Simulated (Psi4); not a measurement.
# ZrO2 (SMILES [O]=[Zr]=[O]) at wB97M-V/def2-TZVP (core potential)

What is the vertical singlet–triplet gap of ZrO2 at wB97M-V/def2-TZVP (core potential)? Input form: a Python script.

The results are computed with Psi4 1.11.

## 1. Starting point

The species is ZrO2 (3 atoms), meant as a singlet with charge 0. SMILES: `[O]=[Zr]=[O]`. The coordinates come from a PBE0-D4/def2-TZVP relaxation.

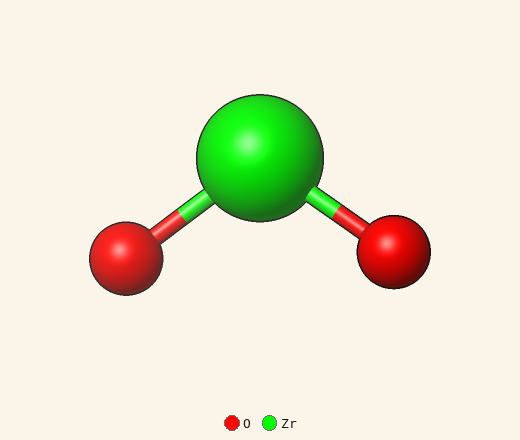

Viewed from a chosen angle; oxygen red, zirconium green.

## 2. A single-point energy at wB97M-V/def2-TZVP (core potential)

job.py

```python
import psi4

psi4.set_memory('1600 MB')
psi4.set_num_threads(1)
psi4.core.set_output_file('o2zr.out', False)

molecule = psi4.geometry("""
0 1
O
Zr 1 1.76137
O 2 1.761356 1 107.92594
symmetry c1
""")

options = {'basis': 'def2-TZVP', 'reference': 'rks', 'puream': True, 'e_convergence': 1e-09, 'd_convergence': 1e-08, 'scf_type': 'pk', 'dft_radial_points': 99, 'dft_spherical_points': 590}
psi4.set_options(options)

e_tot, wfn = psi4.energy("wb97m-v", return_wfn=True)
print('E =', round(e_tot, 9))
for k, v in sorted(psi4.core.scalar_variables().items()):
    print(f'{k:45s} {v:18.10f}')
```

Command:

```bash
$ python job.py
```

o2zr.out, shortened:

```text
[...]
    !!!  WARNING: ECP capability is in beta. Please check occupations closely.  !!!
[...]
  Running in c1 symmetry.
[...]
  Nuclear repulsion =   69.572842196540932
[...]
  Multiplicity = 1
[...]
  Nalpha       = 14
  Nbeta        = 14
[...]
    Number of basis functions: 102
[...]
   @RKS iter   1:  -196.68270056876864   -2.45668e-01   1.34758e-02 ADIIS/DIIS
[...]
   @RKS iter  15:  -197.48546836256926   -9.03810e-12   7.59828e-09 DIIS
[...]
    Orbital Energies [Eh]
    ---------------------
    Doubly Occupied:
       1A    -19.263276     2A    -19.263272     3A     -2.233380
       4A     -1.393725     5A     -1.383581     6A     -1.366881
       7A     -0.940626     8A     -0.924602     9A     -0.423134
      10A     -0.404068    11A     -0.397448    12A     -0.380074
      13A     -0.362043    14A     -0.333767
[...]
  @RKS Final Energy:  -197.48546836256926
   => Energetics <=
    Nuclear Repulsion Energy =             69.5728421965409325
    One-Electron Energy =                -426.0364620936211395
    Two-Electron Energy =                 175.0273122139002169
    DFT Exchange-Correlation Energy =     -16.1602761956998968
    Empirical Dispersion Energy =           0.0000000000000000
    VV10 Nonlocal Energy =                  0.1111155163106255
    Total Energy =                       -197.4854683625692644
[...]
 Multipole Moments:
 ------------------------------------------------------------------------------------
     Multipole            Electronic (a.u.)      Nuclear  (a.u.)        Total (a.u.)
 ------------------------------------------------------------------------------------
 L = 1.  Multiply by 2.5417464519 to convert [e a0] to [Debye]
 Dipole X            :        -16.3258944           13.6995642           -2.6263303
 Dipole Y            :        -11.8777537            9.9669644           -1.9107892
 Dipole Z            :         -0.0000000            0.0000000           -0.0000000
 Magnitude           :                                                    3.2478803
[...]
```

Standard output:

```text
E = -197.485468363
CURRENT ENERGY                                   -197.4854683626
CURRENT REFERENCE ENERGY                         -197.4854683626
DD SOLVATION ENERGY                                 0.0000000000
DFT FUNCTIONAL TOTAL ENERGY                      -197.4854683626
DFT TOTAL ENERGY                                 -197.4854683626
DFT VV10 ENERGY                                     0.1111155163
DFT XC ENERGY                                     -16.1602761957
GRID ELECTRONS ALPHA                               13.9999986861
GRID ELECTRONS BETA                                13.9999986861
GRID ELECTRONS TOTAL                               27.9999973721
NUCLEAR REPULSION ENERGY                           69.5728421965
ONE-ELECTRON ENERGY                              -426.0364620936
PCM POLARIZATION ENERGY                             0.0000000000
PE ENERGY                                           0.0000000000
SCF ITERATION ENERGY                             -197.4854683626
SCF ITERATIONS                                     15.0000000000
SCF TOTAL ENERGY                                 -197.4854683626
TWO-ELECTRON ENERGY                               175.0273122139
XC GRID RADIAL POINTS                              99.0000000000
XC GRID SPHERICAL POINTS                          590.0000000000
XC GRID TOTAL POINTS                           169841.0000000000
```

Run time: 54 s. Hardware: 1 thread of Intel Xeon Platinum 8375C at 2.90GHz (Ice Lake), shared host; peak memory 0.77 GiB.

## 3. The triplet at the same level

calc.py

```python
import psi4

psi4.set_memory('1600 MB')
psi4.set_num_threads(1)
psi4.core.set_output_file('psi4.out', False)

mol = psi4.geometry("""
0 3
O      0.654500     1.252500     0.388400
Zr     0.348500    -0.481700     0.351800
O     -1.003000    -0.770800    -0.740100
symmetry c1
no_reorient
no_com
""")

options = {'basis': 'def2-TZVP', 'reference': 'uks', 'puream': True, 'e_convergence': 1e-09, 'd_convergence': 1e-08, 'scf_type': 'pk', 'dft_radial_points': 99, 'dft_spherical_points': 590, 'maxiter': 100}
psi4.set_options(options)

result = psi4.energy("wb97m-v")
print(f'total energy {result:.8f} hartree = {result * 27.211386:.5f} eV')
```

Command:

```bash
$ python calc.py
```

psi4.out, shortened:

```text
[...]
    !!!  WARNING: ECP capability is in beta. Please check occupations closely.  !!!
[...]
  Running in c1 symmetry.
[...]
  Nuclear repulsion =   69.572827701783439
[...]
  Multiplicity = 3
[...]
  Nalpha       = 15
  Nbeta        = 13
[...]
    Number of basis functions: 102
[...]
   @UKS iter   1:  -196.93720872462828   -5.47074e-01   9.95353e-03 DIIS/ADIIS
[...]
   @UKS iter  26:  -197.40052436629307   -1.98952e-11   7.47861e-09 DIIS
[...]
   @S^2 Observed:                2.034992883E+00
[...]
    Orbital Energies [Eh]
    ---------------------
    Alpha Occupied:
       1A    -19.363341     2A    -19.363327     3A     -2.266172
       4A     -1.439172     5A     -1.416594     6A     -1.391147
       7A     -1.037270     8A     -1.018534     9A     -0.529150
      10A     -0.483940    11A     -0.475218    12A     -0.460594
      13A     -0.458418    14A     -0.446438    15A     -0.255413
    Alpha Virtual:
      16A     -0.013402    17A     -0.005791    18A      0.032024
      19A      0.059575    20A      0.063772    21A      0.077713
      22A      0.080819    23A      0.100694    24A      0.158611
      25A      0.170615    26A      0.189566    27A      0.199996
[...]
  @UKS Final Energy:  -197.40052436629307
   => Energetics <=
    Nuclear Repulsion Energy =             69.5728277017834387
    One-Electron Energy =                -424.2962072830005127
    Two-Electron Energy =                 173.2801971684118030
    DFT Exchange-Correlation Energy =     -16.0677217778097514
    Empirical Dispersion Energy =           0.0000000000000000
    VV10 Nonlocal Energy =                  0.1103798243219315
    Total Energy =                       -197.4005243662930695
[...]
 Multipole Moments:
 ------------------------------------------------------------------------------------
     Multipole            Electronic (a.u.)      Nuclear  (a.u.)        Total (a.u.)
 ------------------------------------------------------------------------------------
 L = 1.  Multiply by 2.5417464519 to convert [e a0] to [Debye]
 Dipole X            :         -1.9277511            2.6342782            0.7065272
 Dipole Y            :          2.6646816           -3.6411243           -0.9764427
 Dipole Z            :         -1.9475951            2.6607344            0.7131393
 Magnitude           :                                                    1.4004244
[...]
```

The script printed:

```text
total energy -197.40052437 hartree = -5371.54187 eV
```

Wall time 1.8 min (1 thread of Intel Xeon Platinum 8375C at 2.90GHz (Ice Lake), shared host); peak memory 0.79 GiB.

## 4. Summary of results

At wB97M-V/def2-TZVP (core potential):

| quantity | value |
| --- | --- |
| singlet: total energy | -197.48547 Eh |
| singlet: dipole moment | 8.26 D |
| singlet: HOMO energy | -9.08 eV |
| singlet: LUMO energy | -1.77 eV |
| singlet: HOMO–LUMO gap | 7.31 eV |
| triplet: total energy | -197.40052 Eh |
| triplet: dipole moment | 3.56 D |
| triplet: HOMO energy (highest over α and β) | -6.95 eV |
| triplet: LUMO energy (lowest over α and β) | -3.44 eV |
| triplet: ⟨S²⟩ | 2.035 |
| vertical energy of the triplet above the singlet | 2.311 eV |

At this shape the triplet lies 2.31 eV (223 kJ/mol) above the singlet.
